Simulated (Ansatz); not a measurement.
The structure below was relaxed with Ansatz (an electronic-structure program), PBEsol, PAW, cutoff 420 eV, no spin-orbit coupling, at pressure 7 GPa.

```
CELL_PARAMETERS angstrom
      0.00000     2.23328     2.23328
      2.23328     0.00000     2.23328
      2.23328     2.23328     0.00000
ATOMIC_POSITIONS crystal
  N  0.00000 0.00000 0.00000
  Hf 0.50000 0.50000 0.50000
```

Question: Find the space group and the Wyckoff positions.

Answer: Space group Fm-3m (No. 225); a = 4.467 Å, b = 4.467 Å, c = 4.467 Å, α = 90.00°, β = 90.00°, γ = 90.00°

```json
[
 {"atom": "N", "site": "4a", "symmetry": "m-3m", "x": "0.0000", "y": "0.0000", "z": "0.0000"},
 {"atom": "Hf", "site": "4b", "symmetry": "m-3m", "x": "0.5000", "y": "0.5000", "z": "0.5000"}
]
```

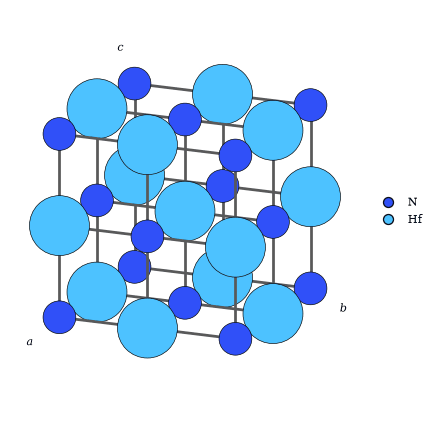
Figure: The conventional cell

Load acts through the strain it causes; cell and atoms are relaxed under it. Whether these cells are dynamically stable was not tested. No other phases were tried under pressure. All final runs are without spin polarisation. The cell was made from HfN in the rock salt structure (space group Fm-3m, No. 225) by this change: pressure 7 GPa.
